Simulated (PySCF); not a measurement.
Mg(I)(GeH3), SMILES [I][Mg][GeH3] (H3GeIMg), singlet at its PBE0/def2-SVP optimised geometry (Å):

```
6

Mg     0.3006    -0.3558     0.0000
I      2.8704    -0.3581    -0.0063
Ge    -2.2726    -0.3558     0.0000
H     -2.8656    -1.0684    -1.2377
H     -2.8704    -1.0708     1.2338
H     -2.8690     1.0708     0.0000
```

Level of theory: PBE0/def2-TZVP, def2 effective core potentials past Kr (PySCF). The core electrons that the potentials of I replace are not part of the density. Cells within 0.4 Å of a nucleus heavier than hydrogen are left out (blank, or x).

Map of the deformation density (molecule minus spherical neutral atoms) (e/bohr³) on the plane z = 0.0 Å:

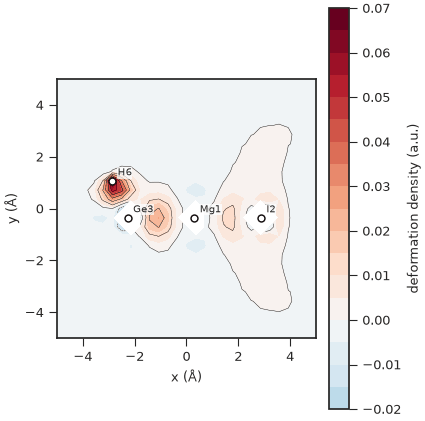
Deformation density (molecule minus spherical neutral atoms) (e/bohr³) on the plane z = 0.0 Å.
